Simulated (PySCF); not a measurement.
**C$_{6}$H$_{10}$Ge (SMILES C#C[CH2][GeH2]/[CH]=C\C): density, localisation and related maps**

The calculation's input:

```
{"job": {"kind": "uv", "xc": "PBE0", "basis": "def2-SVPD", "nstates": 8, "ntriplets": 3}, "charge": 0, "multiplicity": 1}
C     -3.436096     1.145730    -0.135932
C     -2.857391     0.211287     0.339748
C     -2.122483    -0.895004     0.899530
Ge    -0.278503    -0.992582     0.153640
C      0.595696     0.724463     0.461493
C      1.887687     1.003242     0.360029
C      2.948558     0.033656    -0.027141
H     -3.968246     1.953244    -0.542188
H     -2.060103    -0.772889     1.984696
H     -2.655954    -1.826983     0.698117
H     -0.334128    -1.333997    -1.314279
H      0.440743    -2.146790     0.815382
H     -0.082731     1.520037     0.747991
H      2.242602     2.007561     0.570855
H      3.501272     0.405386    -0.889248
H      2.513138    -0.933338    -0.273245
H      3.658944    -0.090993     0.790106
```

Command:

```sh
OMP_NUM_THREADS=1 python probes_run.py task.json out
```

Geometry: GFN2-xTB.

Theory: PBE0/def2-SVPD, SCF density, gas phase (PySCF).

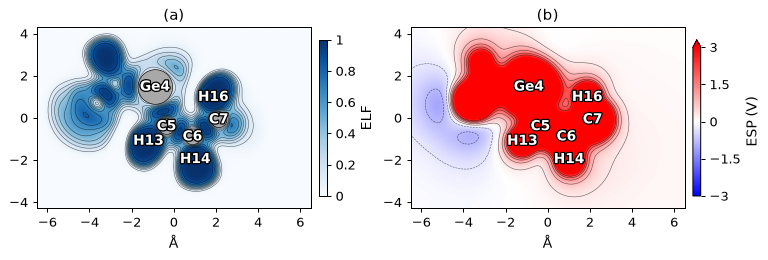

Figure 1. (a) electron localisation function; (b) electrostatic potential on the plane of atoms C5, C6 and H14. Grey discs cover the atomic cores in the ELF map.

What does the map show?

Answer.
- The section cuts through Ge, C and H sites.
- C–Ge (1.95 Å): the ELF peaks at about 0.95 in the valence shell of C, 0.7 Å from its nucleus, and is about 0.70 at the midpoint.
- C–C (1.33 Å): the ELF peaks at about 0.90 between the atoms: a multiple bond.
- Outside the dense part of the molecule the potential is most negative (−1.0 V) near C1, which lies off the plane.

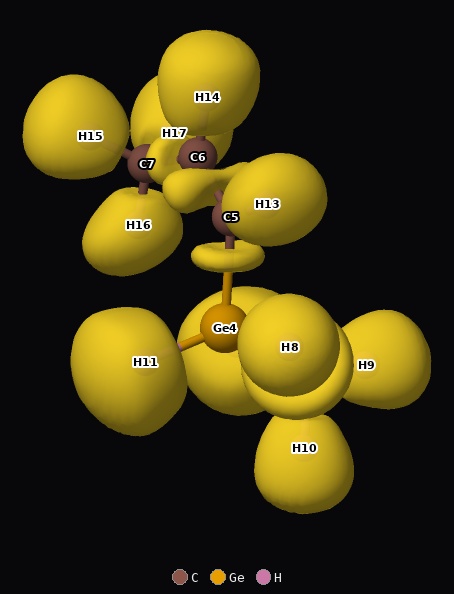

Figure 2. Isosurface of the electron localisation function at 0.8 (yellow), seen at an oblique angle. Only the valence region is drawn (cores and ρ < 0.01 e/Å³ removed).

What do the ELF domains correspond to?

Answer. At this value the surface marks out four regions between bonded C–C atoms (shared pairs), ten regions around hydrogen nuclei and two lobes of the valence shell of C pointing towards Ge (polar bonds).


C–C (1.20 Å): the ELF peaks at about 0.80 between the atoms (a multiple bond).

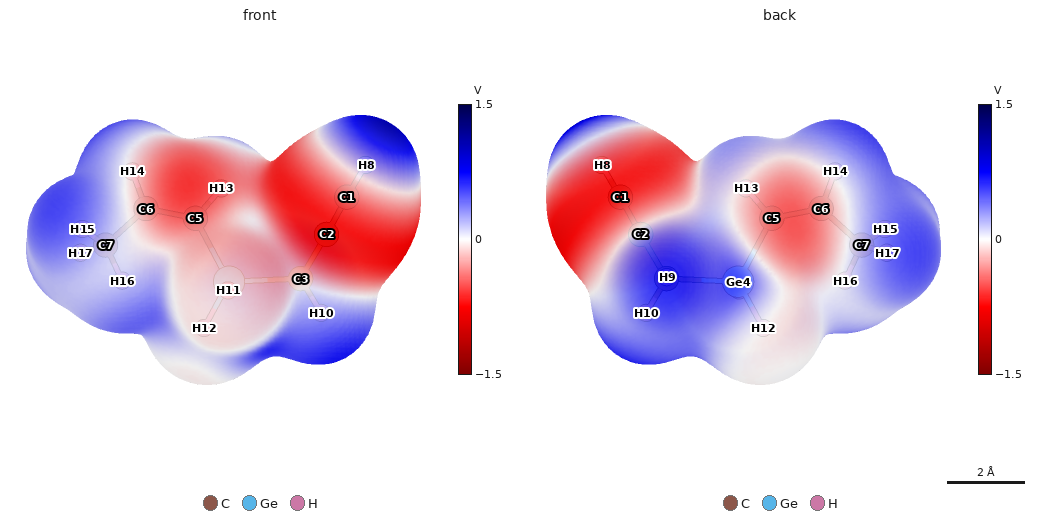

Figure 3. The electrostatic potential painted on the density surface at 0.001 e/bohr³, seen from the front and from behind; red is negative and blue positive.

Where is the surface potential most negative and most positive?

Answer. The most negative region (about −0.8 V) lies over C1 and C2, the most positive (about +1.0 V) over H8.
